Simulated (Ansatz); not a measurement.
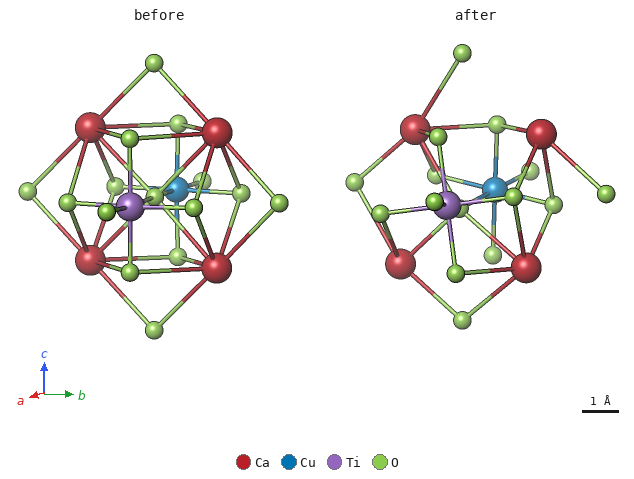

The structure of a defect cell of composition Ca8Cu2Ti6O24 before (left) and after (right) a relaxation, at one scale.

The picture is a ball-and-stick view of the atoms within 4.2 Å of the atom that moves most (axes of the cell of the calculation), seen slightly off an axis.

All numbers below come from DFT, PBEsol, PAW, plane waves (Ansatz).

The input:
```yaml
crystal:
  lattice:
    - [7.682614, 0.000000, 0.000000]
    - [0.000000, 7.682614, 0.000000]
    - [0.000000, 0.000000, 7.682614]
  atoms:
    - { symbol: Ca, position: [0.993376, 0.998218, 0.003061] }
    - { symbol: Ca, position: [0.001592, 0.999795, 0.497413] }
    - { symbol: Ca, position: [0.002440, 0.497515, 0.001429] }
    - { symbol: Ca, position: [0.997531, 0.496168, 0.504459] }
    - { symbol: Ca, position: [0.499900, 0.000020, 0.999051] }
    - { symbol: Ca, position: [0.502659, 0.997738, 0.497432] }
    - { symbol: Ca, position: [0.497102, 0.499837, 0.002373] }
    - { symbol: Ca, position: [0.500386, 0.497938, 0.499876] }
    - { symbol: Cu, position: [0.248248, 0.248563, 0.251343] }
    - { symbol: Cu, position: [0.752479, 0.744832, 0.751790] }
    - { symbol: Ti, position: [0.248537, 0.249465, 0.747229] }
    - { symbol: Ti, position: [0.251284, 0.746725, 0.256219] }
    - { symbol: Ti, position: [0.250041, 0.750590, 0.744840] }
    - { symbol: Ti, position: [0.752124, 0.249292, 0.248841] }
    - { symbol: Ti, position: [0.748413, 0.249358, 0.747400] }
    - { symbol: Ti, position: [0.748650, 0.750316, 0.248035] }
    - { symbol: O, position: [0.251806, 0.248826, 0.998896] }
    - { symbol: O, position: [0.249396, 0.246440, 0.501859] }
    - { symbol: O, position: [0.248135, 0.748246, 0.999000] }
    - { symbol: O, position: [0.251981, 0.750327, 0.498859] }
    - { symbol: O, position: [0.753580, 0.251371, 0.998761] }
    - { symbol: O, position: [0.751002, 0.252332, 0.499826] }
    - { symbol: O, position: [0.749728, 0.751383, 0.997613] }
    - { symbol: O, position: [0.748628, 0.749259, 0.499644] }
    - { symbol: O, position: [0.001272, 0.254430, 0.250583] }
    - { symbol: O, position: [0.000844, 0.248419, 0.751408] }
    - { symbol: O, position: [0.002204, 0.751364, 0.254132] }
    - { symbol: O, position: [0.999474, 0.753372, 0.753989] }
    - { symbol: O, position: [0.499633, 0.245680, 0.251588] }
    - { symbol: O, position: [0.498383, 0.251680, 0.744611] }
    - { symbol: O, position: [0.499576, 0.750564, 0.250871] }
    - { symbol: O, position: [0.501216, 0.752440, 0.753861] }
    - { symbol: O, position: [0.247012, 0.998677, 0.252609] }
    - { symbol: O, position: [0.246688, 0.002250, 0.751163] }
    - { symbol: O, position: [0.248869, 0.497007, 0.249718] }
    - { symbol: O, position: [0.247826, 0.501369, 0.748984] }
    - { symbol: O, position: [0.749592, 0.000618, 0.245195] }
    - { symbol: O, position: [0.754058, 0.003413, 0.749074] }
    - { symbol: O, position: [0.750731, 0.505257, 0.252124] }
    - { symbol: O, position: [0.748412, 0.501255, 0.752118] }
  symmetry: { detect: false }
kpoints:
  mp_grid: { grid: [1, 1, 1], shift: [0.25, 0.25, 0.25] }
hamiltonian:
  xc: pbesol
scf:
  occupations: { method: fermi_dirac, width: 0.01 }
relax:
  f_tol: 0.03
  max_steps: 80
  escape_saddle: false
  adjacent_minimum: "off"
output:
  forces: true
  eigenvalues: true
  populations: true
```

Command:
```bash
ansatz run in.yaml --threads 8 --pin off --max-ram 13300MiB --runs-dir r --events-out ev --progress --plain
```

Summarise the run.

Answer. Over 9 geometry steps the energy falls by 2.693 eV per cell of the calculation. The largest force component goes from 1.4 to 0.017 eV/Å. O28 moves most: 0.51 Å along [0 −1 −1]. By element the largest moves are O 0.51 Å, Ca 0.27 Å, Ti 0.06 Å, Cu 0.05 Å. The lattice vectors keep their values. Near-neighbour distances that change, for instance: Ca4–O40 2.699 → 3.353 Å, Ca1–O28 2.684 → 3.316 Å, Ca1–O27 2.706 → 3.264 Å, Ca2–O26 2.731 → 3.270 Å. Among the angles between lasting bonds that change: Cu10–O28–Ti13 176.3° → 152.4°, Ca4–O28–Cu10 87.9° → 108.0°, Ca2–O28–Ca3 177.7° → 160.9°. The run took 44 s on 8 threads of Intel(R) Xeon(R) 6975P-C, peak memory 1 GiB.

Limits of the set-up: the periodic images lie only 7.7 Å apart, so the values are limited by the cell's size.
